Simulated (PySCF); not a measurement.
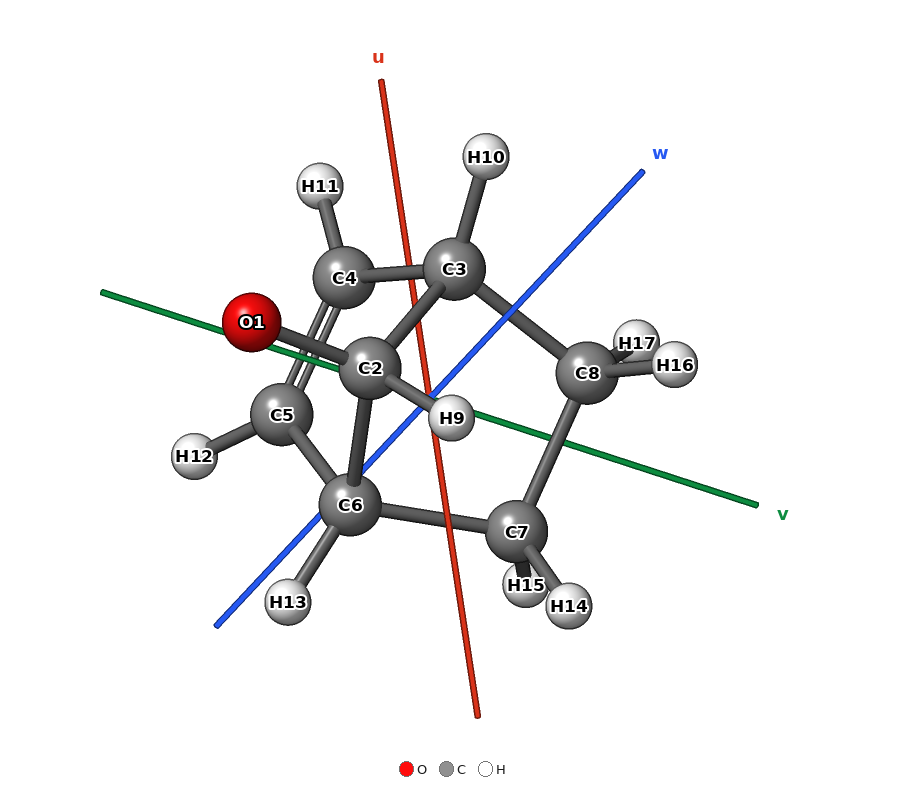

The lines u, v and w are the principal axes of the g tensor. Charge 0, doublet. Computed geometry: GFN2-xTB optimisation. No frequency run is at hand to confirm it as a minimum. Level of theory: UKS B3LYP, pcH-1 on C H O, non-relativistic, mean-field spin-orbit, GIAO (PySCF 2.14.0). The run warned: orbitally degenerate or nearly so: second-order g, spin-orbit hyperfine and D do not apply.

Question: Along which axis does g lie farthest from the free-electron value?

Answer: Along v (nearly parallel to the O1–C2 bond): the shift is 47943 ppm.

Give the principal values and shifts.

```csv
axis,g,shift (ppm)
u,2.00762,5305
v,2.05026,47943
w,2.00216,−162
```
